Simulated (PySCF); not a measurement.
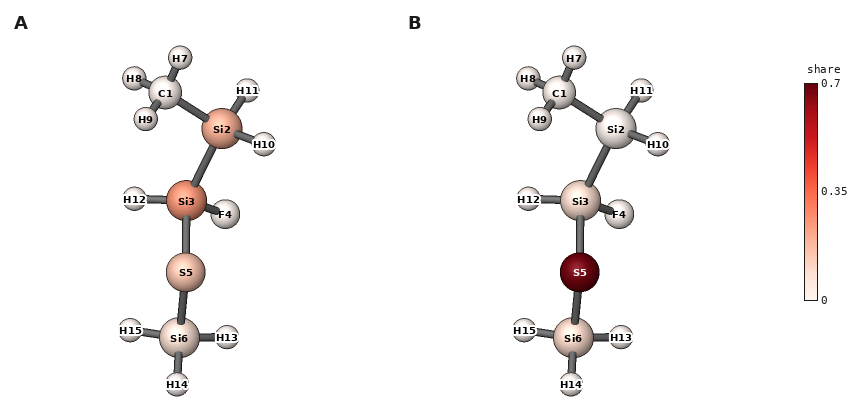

Each panel colours the atoms by their Löwdin share in one orbital (up to four of the largest shares; other atoms are shown as zero). The computed structure is the end point of a GFN2-xTB optimisation. No frequency run is at hand to confirm it as a minimum. Method: CAM-B3LYP/def2-SVPD (PySCF 2.14.0).

The panels show the HOMO, LUMO, in some order. Which is which?

A: LUMO, 0.04 eV; Si3 0.25, Si2 0.19, S5 0.14, Si6 0.07
B: HOMO, −8.65 eV; S5 0.68, Si6 0.09, Si3 0.09

The geometry is semi-empirical. Around Si such bond lengths and angles can be off by a tenth of an ångström or more and by several degrees, and values that hang on the shape move with them.
